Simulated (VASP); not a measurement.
Data:

```yaml
crystal:
  lattice:
    - [-1.64257, 1.64257, 1.64257]
    - [1.64257, -1.64257, 1.64257]
    - [1.64257, 1.64257, -1.64257]
  atoms:
    - { symbol: Ta, position: [0.00000, 0.00000, 0.00000] }
```

Method: PBE GGA with D3 dispersion (zero damping), VASP's PBE PAW potentials (set 64) (plane waves; VASP 6.6.1). Numerical set-up: 520 eV cut-off, 17×17×17 Γ-centred mesh, tetrahedra with Blöchl corrections, potentials Ta_pv.

Unless said otherwise, spin-orbit coupling is left out, though it shifts the bands of the heavy elements here.

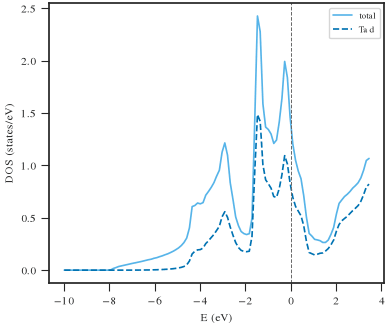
Total and projected density of states, zero at the Fermi level

Within 2 eV below the Fermi level the largest weight inside VASP's projection spheres is Ta d.

It has no gap at this level: it comes out as a metal or semimetal.

The compound is Ta in the bcc structure. It was relaxed first.
